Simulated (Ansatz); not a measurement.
```xyz
6

C     0.3855    2.0613    0.1129
F    -2.4025    3.8562    1.3151
S    -0.9332    1.7359   -0.9519
Sn   -1.7443    1.9973    1.5315
H     1.0543    2.9177   -0.0862
H     0.8044    1.2713    0.7683
```

Geometry: PBE-D3(BJ)/def2-SVP; core potentials replace the inner electrons of Sn.

Computed with Ansatz 0.2.0, isolated molecule in a Gaussian basis; Kohn-Sham density functional theory, functional PBE0.

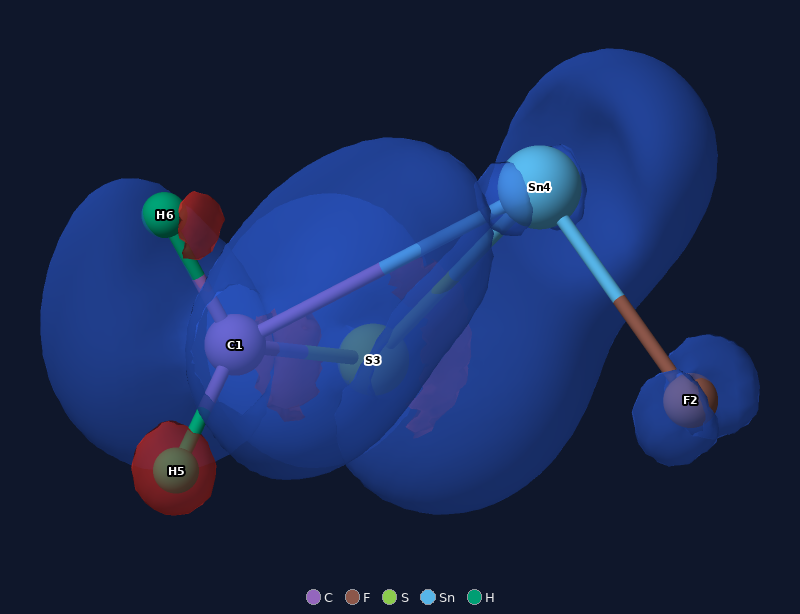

CH$_{2}$FSSn (SMILES [F][Sn]1[CH2][S]1) (doublet). Isosurfaces of the spin density at +0.015 (blue) and −0.015 e/Å³ (red), seen at a tilt.

### Describe the spin distribution.

The unpaired spin (1 electron) lies mostly on C1 (about 0.4), S3 (about 0.3) and Sn4 (about 0.2), in electrons by Hirshfeld's partition.
